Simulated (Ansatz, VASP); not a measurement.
## W: VASP beside Ansatz

One calculation is typed for both programs; each brings its own data sets and cutoff. How far apart do they land?

Method: plane waves, with VASP 6.6.1 beside it; single point at r2SCAN, in Ansatz 0.2.0.

The database entry behind the starting cell lists a temperature of 2171 K, so it need not match the best structure at ambient conditions.

### 1. Starting point

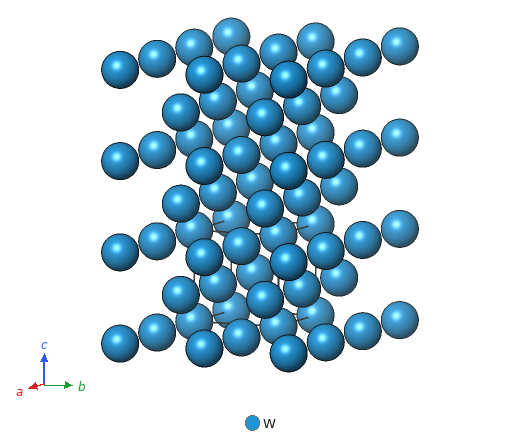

The cell as given, slightly off an axis (tungsten blue). 3×2×3 cells are drawn. This picture shows the conventional cell, with its axes. Some periodic images of atoms are drawn too.

### 2. VASP: single point, r2SCAN

A single point gives forces, pressure and levels at one fixed geometry, so differences don't come from the geometry; what else differs is listed under the comparison.

Lines of VASP's logs that name or quote its potential files are left out, and so is its time.

INCAR reads:

```
SYSTEM = W
PREC = Accurate
ENCUT = 450
EDIFF = 1E-06
NELM = 100
ISMEAR = 1
SIGMA = 0.15
LREAL = .FALSE.
ALGO = Normal
METAGGA = R2SCAN
LASPH = .TRUE.
NBANDS = 13
LORBIT = 11
LWAVE = .FALSE.
LCHARG = .FALSE.
KPAR = 4
```

POSCAR reads:

```
W
1.0
   -1.5788617730      1.5788617730      1.5788617730
    1.5788617730     -1.5788617730      1.5788617730
    1.5788617730      1.5788617730     -1.5788617730
W
1
Direct
    0.0000000000      0.0000000000      0.0000000000
```

KPOINTS reads:

```
Automatic mesh
0
Gamma
15 15 15
0 0 0
```

PAW data sets: W_sv (PBE family, release 64).

Run with:

```
> mpirun -np 4 vasp_std
```

Numbers of over 12 decimals in the logs are rounded to 6 here.

Output:

```text
[banner, memory and clock lines left out]
running    4 mpi-ranks, on    1 nodes
 distrk:  each k-point on    1 cores,    4 groups
 distr:  one band on    1 cores,    1 groups

 POSCAR found type information on POSCAR W
 POSCAR found :  1 types and       1 ions
|                                                                             |
|               ----> ADVICE to this user running VASP <----                  |
|                                                                             |
|     You enforced a specific xc type in the INCAR file but a different       |
|     [... a line on the potential file left out ...]
|     I HOPE YOU KNOW WHAT YOU ARE DOING!                                     |
|                                                                             |

 LDA part: xc-table for (None), standard interpolation
 POSCAR, INCAR and KPOINTS ok, starting setup
 FFT: planning ... GRIDC
 FFT: planning ... GRID_SOFT
 FFT: planning ... GRID
 WAVECAR not read
 entering main loop
       N       E                     dE             d eps       ncg     rms          rms(c)
DAV:   1     0.374519293134E+02    0.37452E+02   -0.70440E+03  3165   0.115E+03
DAV:   2    -0.540762594804E+02   -0.91528E+02   -0.87770E+02  3540   0.304E+02
DAV:   3    -0.556111466681E+02   -0.15349E+01   -0.15306E+01  3465   0.388E+01
DAV:   4    -0.556170119397E+02   -0.58653E-02   -0.58652E-02  3475   0.263E+00
DAV:   5    -0.556170587825E+02   -0.46843E-04   -0.46843E-04  3480   0.223E-01    0.230E+01
DAV:   6    -0.513808213936E+02    0.42362E+01   -0.15754E+00  3185   0.171E+01    0.608E+00
DAV:   7    -0.513462558594E+02    0.34566E-01   -0.10510E-01  3550   0.431E+00    0.116E+00
DAV:   8    -0.513492784996E+02   -0.30226E-02   -0.25791E-02  3215   0.203E+00    0.108E+00
DAV:   9    -0.513488792210E+02    0.39928E-03   -0.29268E-03  3200   0.720E-01    0.135E-01
DAV:  10    -0.513489153298E+02   -0.36109E-04   -0.45757E-05  3585   0.848E-02    0.709E-02
DAV:  11    -0.513489073533E+02    0.79765E-05   -0.78755E-06  3215   0.342E-02    0.150E-02
DAV:  12    -0.513489075657E+02   -0.21244E-06   -0.83825E-08  1695   0.401E-03
   1 F= -.51348908E+02 E0= -.51349421E+02  d E =0.154028E-02
```

From OUTCAR (step 2):

```text
ion  position               nearest neighbor table
   1  0.000  0.000  0.000-

  LATTYP: Found a body centered cubic cell.
 ALAT       =     3.1577235460

 Subroutine GETGRP returns: Found 48 space group operations
 (whereof 48 operations were pure point group operations)

The static configuration has the point symmetry O_h .

 Found    120 irreducible k-points:

   k-points           NKPTS =    120   k-points in BZ     NKDIM =    120   number of bands    NBANDS=     13

   dimension x,y,z NGX =    20 NGY =   20 NGZ =   20
   dimension x,y,z NGXF=    40 NGYF=   40 NGZF=   40

   ENCUT  =  450.0 eV  33.07 Ry    5.75 a.u.   4.73  4.73  4.73*2*pi/ulx,y,z

   NELECT =      14.0000    total number of electrons

 k-points in reciprocal lattice and weights: Automatic mesh
   0.00000000  0.00000000  0.00000000       0.000
   0.06666667  0.00000000  0.00000000       0.004
   0.13333333  0.00000000  0.00000000       0.004
   0.20000000  0.00000000  0.00000000       0.004
   0.26666667  0.00000000  0.00000000       0.004
   0.33333333  0.00000000  0.00000000       0.004
   0.40000000  0.00000000  0.00000000       0.004
   0.46666667  0.00000000  0.00000000       0.004
   0.06666667  0.06666667  0.00000000       0.007
[...]
-0.46666667 -0.46666667  0.40000000       0.002
  -0.46666667  0.46666667  0.46666667       0.002

 average (electrostatic) potential at core
       1 -66.1940

 E-fermi :  11.3567

 k-point     1 :       0.0000    0.0000    0.0000
  band No.  band energies     occupation
    ...
      4     -27.5683      2.00000
      5       1.2222      2.00000
      6      10.0937      2.00000
      7      10.0937      2.00000
      8      10.0937      2.00000
      9      13.9666     -0.00000
     10      13.9666     -0.00000
     11      26.6642      0.00000
     12      26.6642      0.00000
     13      26.6642      0.00000

 k-point     2 :       0.0667    0.0000    0.0000
  band No.  band energies     occupation
    ...
      4     -27.5688      2.00000
      5       1.4486      2.00000
      6       9.9541      2.00000
      7      10.0592      2.00000
      8      10.3117      2.00000
      9      13.7433     -0.00000
     10      13.9658     -0.00000
     11      26.8558      0.00000
     12      27.0497      0.00000
     13      27.2107      0.00000

 k-point     3 :       0.1333    0.0000    0.0000
  band No.  band energies     occupation
    ...
      4     -27.5697      2.00000
      5       2.0904      2.00000
      6       9.5819      2.00000
      7       9.9053      2.00000
      8      10.9553      2.00102
      9      13.3315     -0.00000
     10      13.9800     -0.00000
     11      27.2838      0.00000
     12      28.1566      0.00000
     13      28.4825      0.00000

  Total        0.4625075      0.4625075      0.4625075      0.0000000      0.0000000     -0.0000000
  in kB       47.0692243     47.0692243     47.0692243      0.0000000      0.0000000     -0.0000000
  external PRESSURE =      47.0692243 kB  Pullay stress =       0.0000000 kB

  energy-cutoff  :      450.00
  volume of cell :       15.74
      direct lattice vectors                 reciprocal lattice vectors
    -1.578861773  1.578861773  1.578861773     0.000000000  0.316683834  0.316683834
     1.578861773 -1.578861773  1.578861773     0.316683834  0.000000000  0.316683834
     1.578861773  1.578861773 -1.578861773     0.316683834  0.316683834  0.000000000

 POSITION                                       TOTAL-FORCE (eV/Angst)
 -----------------------------------------------------------------------------------
      0.00000      0.00000      0.00000         0.000000     -0.000000     -0.000000
 -----------------------------------------------------------------------------------
    total drift:                                0.000000     -0.000000     -0.000000

  FREE ENERGIE OF THE ION-ELECTRON SYSTEM (eV)
  ---------------------------------------------------
  free  energy   TOTEN  =       -51.3489075657 eV

  energy  without entropy=      -51.3504478414  energy(sigma->0) =      -51.34942099

 total charge
# of ion       s       p       d       tot
------------------------------------------
    1        2.397   6.360   3.331  12.088

[... 3 further parts left out ...]
```

The run ends at a pressure of 4.71 GPa.

### 3. Ansatz: single point, r2SCAN

Ansatz runs on its default PAW (the set named soft_2) files.

The same cell, functional, mesh and smearing now go to Ansatz, which takes its cutoff from its data sets.

input.yaml reads:

```yaml
crystal:
  lattice:
    - [-1.578861773, 1.578861773, 1.578861773]
    - [1.578861773, -1.578861773, 1.578861773]
    - [1.578861773, 1.578861773, -1.578861773]
  atoms:
    - { symbol: W, position: [0.0, 0.0, 0.0] }
hamiltonian:
  xc: r2scan
  pseudopotentials: { kind: paw }
kpoints:
  mp_grid: { grid: [15, 15, 15] }
scf:
  occupations: { method: methfessel_paxton, width: 0.15 }
  n_extra_bands: 4
output:
  forces: true
  stress: true
  eigenvalues: true
```

Run with:

```
> ansatz run input.yaml --threads 4 --pin off --max-ram 9216MiB --backend cpu --events-out ev --progress --plain --runs-dir out
```

Output:

```text
scf.n_extra_bands = 4 over 7 filled bands (N_el = 14.0): the run solves 11 bands
Engine: ansatz 0.2.0, aarch64-unknown-linux-gnu
Pseudopotentials: kind: paw
Pseudopotential: W, paw, valence charge 14, recommended cutoff 500 eV (meta_gga), W.paw.azcp
Functional definition: r2SCAN
  parameter k0 = 0.174
  parameter k1 = 0.065
  parameter a1 = 4.9479
  exchange = r2scan_x(k0 = k0, k1 = k1, a1 = a1)
  correlation = r2scan_c
Crystal: 1 atoms, lattice volume = 15.743 Å³
Basis set: ecut = 500 eV, 381 PW (Γ), exchange–correlation on 80×80×80 points (64 copies of the dense FFT grid, shifted against one another)
Bands: 11, of which v1, the nominal top of the filled ones, is band 7 counted from 1 (6 counted from 0)
Symmetry: 48 space group operations
Space group: Im-3m (ITA 229), of the structure as read, at distance tolerance 2.5e-5 Å
k-points: 120 of 3375
Non-local potential: W, projectors of the file, l = 0: 3, l = 1: 2, l = 2: 2, l = 3: 1
PAW form: soft (Blöchl's): semilocal exchange-correlation on the pseudo side does not see the compensation charge
PAW frozen core: W, regenerated for the run's functional (the file was generated under x = pbe(κ = 0.804, μ = 0.219515), c = pbe(β = 0.066725))
PAW one-centre angular grid: W, 590 points (default); XC on 160 Gauss nodes
Initial density: superposition of atomic densities (neutral atoms: chi_scale 0, normalization atom), corrected by the library's trained network
Initial wavefunctions: pseudopotential atomic-orbital guess
Functional: x = r2scan, c = r2scan; τ floored in thin density (d = 2e-4 eV/Å³)
SCF iter   1: F=—  HF=-10397.278449 eV  |F-HF|=—  |Δ(HF+E_count)|=         —  Δρ=6.24e-3  dr2=1.82e-3  dr2_τ=5.36e-2  ethr=1.77e-3  ⟨swp⟩=5.0  Hψ=7486  notcnv=0
preconditioner: auto → none  [insulator: Δε(μ)=0.198 eV  Ē_g=9.597 eV  σ=0.150 eV  W_gap=0.77  n_scr=0 (ndim 8)  ℏωp=22.9 eV  f_vac=0.000  D(μ)=0.11/eV (n_scr^D=0)  ε∞_Penn≈6.7]
SCF iter   2: F=—  HF=-10397.296346 eV  |F-HF|=—  |Δ(HF+E_count)|=   1.79e-2  S|Δr|=    0.00e0  Δρ=3.68e-3  dr2=4.89e-4  dr2_τ=1.26e-4  ethr=1.30e-5  ⟨swp⟩=2.0  Hψ=2996  notcnv=0
SCF iter   3: F=—  HF=-10397.296945 eV  |F-HF|=—  |Δ(HF+E_count)|=   5.99e-4  S|Δr|=    0.00e0  Δρ=4.83e-4  dr2=1.05e-5  dr2_τ=9.55e-6  ethr=3.50e-6  ⟨swp⟩=2.8  Hψ=2034  notcnv=0
SCF iter   4: F=—  HF=-10397.296950 eV  |F-HF|=—  |Δ(HF+E_count)|=   5.47e-6  S|Δr|=    0.00e0  Δρ=6.95e-5  dr2=1.97e-7  dr2_τ=1.72e-7  ethr=7.48e-8  ⟨swp⟩=2.7  Hψ=2127  notcnv=0
SCF iter   5: F=-10397.296951 eV  HF=-10397.296951 eV  |F-HF|=3.68e-9  |Δ(HF+E_count)|=   6.59e-8  S|Δr|=    0.00e0  Δρ=7.91e-6  dr2=2.16e-9  dr2_τ=2.21e-9  ethr=7.14e-10  ⟨swp⟩=6.0  Hψ=6331  notcnv=0
SCF 1 converged in 5 iterations: F = -10397.296951 eV  dr2 = 2.16e-9
  greatest PAW one-centre occupation: 0.999 electrons in one spin orbital (limit 2), on the W atom at site 0 (counted from 0), in its partial waves of l = 0
SCF converged after 5 iterations
Stability not checked: this state was not tested for a lower state beside it, because cold or Methfessel-Paxton smearing, or corrected tetrahedra, fill the levels in a way that the test cannot read (fill_not_monotonic; see scf.lower_state_search)
Free energy (F): -10397.296951 eV
Harris-Foulkes:  -10397.296951 eV  (|F-HF|=3.68e-9)
Internal energy: -10397.298524 eV  (E = F + TS)
E sigma→0 (E₀):  -10397.297344 eV
Entropy (-TS):   0.001574 eV (1.574 meV/atom)
Fermi energy:    22.610198 eV
--- Per-component energies (eV) ---
  E_band       = -93.627659
  E_kinetic    = 451.273781
  E_local      = -594.410274  (includes V_loc(G=0)·N_el)
  E_nonlocal   = 0.988168
  E_hartree    = 214.286744
  E_xc         = -249.335089
  E_vxc        = -260.289780  (∫ρ·V_xc dr)
  E_paw        = -8593.165082  (= ΣΔE_a)
  E_vpaw       = -133.182569  (= ΣTr[D̂ρ^β])
  E_aug_tail   = -0.000054  (compensation charges beyond the density's cutoff)
  E_vtau       = 13.420281  (kinetic-family band-sum trace: ∫τ·v_τ [+ j·A + Jᵃ·Aᵃ] dr)
  E_ewald      = -1626.348770
  E_core_change = -0.587949  (= ΣΔE_core)
  E_smearing   = 0.001574  (= −TS)
  E_closure    = 0.000000  (closes the sum)
  Σ components = -10397.296951   (vs F -10397.296951, Δ=0.00e0)
--- Forces (eV/Å), atoms counted from 1 ---
  atom   1  W     -0.00000000     0.00000000     0.00000000
  max |Σ_I F_I| component: 1.95e-32 eV/Å
--- Stress (GPa, compression-positive) ---
        3.439686      -0.000000      -0.000000
       -0.000000       3.439686       0.000000
       -0.000000      -0.000000       3.439686
  P = ⅓ Tr σ = 3.4397 GPa (34.397 kbar)
--- Band table (eV; the first three rows and the last of 120) ---
  k-point 0: bands = [... 3 lower, -16.2809, 12.4893, 21.3367, 21.3367, 21.3367, 25.2028, 25.2028, 37.8162]
  k-point 1: bands = [... 3 lower, -16.2812, 12.7161, 21.1981, 21.3034, 21.5552, 24.9800, 25.2028, 38.0068]
  k-point 2: bands = [... 3 lower, -16.2821, 13.3592, 20.8281, 21.1530, 22.2001, 24.5690, 25.2191, 38.4335]
  k-point 119: bands = [... 3 lower, -17.2489, 16.6246, 16.6555, 27.4766, 27.4766, 27.9014, 30.8952, 31.9254]
```

Wall time 1.6 s (4 threads of Arm Neoverse N1, shared host); peak memory 0.32 GiB.

Reading the cycles: dr2 is the Hartree energy of the density residual (eV), the measure of convergence; HF is the Harris–Foulkes estimate of the energy, which meets the free energy F at convergence.

The run ends at a pressure of 3.44 GPa.

### 4. Differences

Known differences besides the PAW data sets themselves: VASP keeps PBE cores, Ansatz makes them for the functional; the cutoff is 500 eV in Ansatz and 450 eV in VASP. Total energies have different zeros and are not compared.

Both answers:

```csv
quantity,Ansatz,VASP,difference
pressure (GPa),3.44,4.71,-1.27
```

Ansatz's pressure holds a Pulay correction of 0.09 GPa; VASP's holds none.

### 5. Further runs

The difference is large enough to ask for its cause, so further runs change the set-up of one program at a time, as the table lists.

```csv
run,difference in pressure (GPa)
as above,-1.3
"cores kept as stored, as VASP does",-1.5
Ansatz's all-electron LAPW method,-1.2
Ansatz's larger PAW set (cutoff 950 eV),-1.2
```

### 6. Summary of results

- difference in pressure (single point, r2SCAN): -1.3 GPa

The difference in pressure is -1.3 GPa (single point, r2SCAN), beyond the 1 GPa picked in this series as the mark of a large difference. For single point, r2SCAN: no further run halves the difference in pressure; only Ansatz's side was varied. The all-electron run, which needs no data set, lies 1.2 GPa from VASP and 0.026 GPa from Ansatz's PAW result, so it sides with Ansatz. 1 further run on this material is not shown. How closely two codes agree says nothing of how well the functional describes the real material.

[Lines on the potential files, build, host, timing and source positions are cut from VASP's logs without a mark.]

[Logs are printed without paths, hosts, clocks, repeated set-up lines and the standing remarks that a program may print on its own settings, such as how far it seeks lower states.]

[Hosts, paths, dates, database ids (printed as entryN), source tags and the programs' standing remarks are cut or masked in the printed files.]
